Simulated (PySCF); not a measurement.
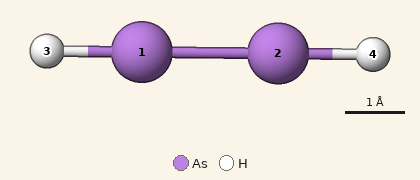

**Figure 1.** The structure as given in the input (ball-and-stick view, seen on its broad side; atoms are numbered from 1 in the order of the input).

## Frequency calculation, with input and output: As$_{2}$H$_{2}$

The run: frequency calculation of As$_{2}$H$_{2}$. Method and program: RKS-based PBE0, As def2-TZVP, H def2-TZVP; non-relativistic Hamiltonian; density fitting (PySCF 2.14.0).

## What the program printed
```
init E= -4472.26794676251
  HOMO = -0.239141522190456  LUMO = -0.130658150241917  gap/eV = 2.95198
cycle= 1 E= -4472.26794676247  delta_E= 3.73e-11  |g|= 9.98e-06  |ddm|= 1.24e-05
  HOMO = -0.239141471962856  LUMO = -0.130658149149153  gap/eV = 2.95198
Extra cycle  E= -4472.26794676174  delta_E= 7.28e-10  |g|= 4.42e-05  |ddm|= 5.52e-05
converged SCF energy = -4472.26794676174
```

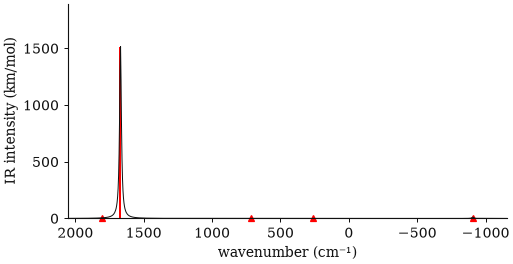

**Figure 2.** Harmonic infrared spectrum, unscaled: sticks (degenerate modes added up, dark ones marked on the axis) with a Lorentzian envelope of 16 cm⁻¹ full width, scaled to the tallest stick; imaginary modes are drawn at negative wavenumbers. 7 modes from 906i to 1806 cm⁻¹, 2 imaginary beyond 8i (906i, 906i cm⁻¹): not a minimum. The strongest line is at 1670 cm⁻¹ (1516 km/mol). All modes, in cm⁻¹ (km/mol): 906i (6.1), 906i (6.1), 263 (0.0), 718 (0.0), 718 (0.0), 1670 (1516), 1806 (0.0).

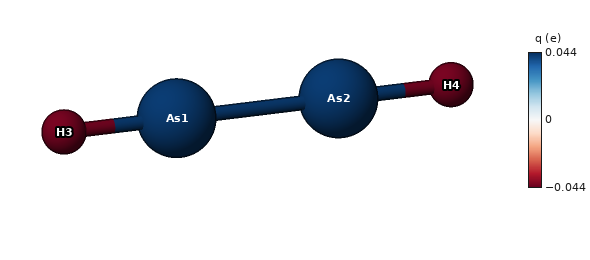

**Figure 3.** Mulliken charges, as the colour of each atom (ball-and-stick view, seen at a tilt; atoms are numbered from 1 in the order of the input). By element: As +0.04 and H −0.04 e.

This output came from the following input.

## Input
```python
from pyscf import gto, scf, dft
mol = gto.M(atom='''
As    -0.000000     0.000000     1.166744
As     0.000000    -0.000000    -1.166744
H     -0.000000     0.000000     2.789549
H      0.000000    -0.000000    -2.789549''',
    basis={'As': 'def2-TZVP', 'H': 'def2-TZVP'},
    charge=0, spin=0)
mf = dft.RKS(mol, xc='PBE0')
mf.grids.atom_grid = (75, 302)
aux = {'As': 'def2-universal-JKFIT', 'H': 'def2-universal-JKFIT'}
mf = mf.density_fit(auxbasis=aux)
mf.conv_tol = 1e-09
mf.diis_space = 10
mf.max_cycle = 60
mf.verbose = 4
mf.kernel()
```

The script is an equivalent of the set-up of the self-consistent field. The run itself was carried out by a driver, which started from the orbitals of the step before it where there was one and computed the further properties.

Run as:
```bash
OMP_NUM_THREADS=4 python axn.py task.json out
```

## Summary

| quantity | value |
| --- | --- |
| outcome | converged |
| total energy | −4472.267947 hartree |
| HOMO | −6.51 eV |
| LUMO | −3.56 eV |
| zero-point energy | 0.011791 hartree |
| dipole moment | 0.00 D |
| wavenumbers, lowest and highest | 906i and 1806 cm⁻¹ |
| hardware | 4 threads of Arm Neoverse V2, 24 GiB of memory available, shared host |
| wall time | 20 s (CPU time 63 s) |
| peak memory | 1.2 GiB |
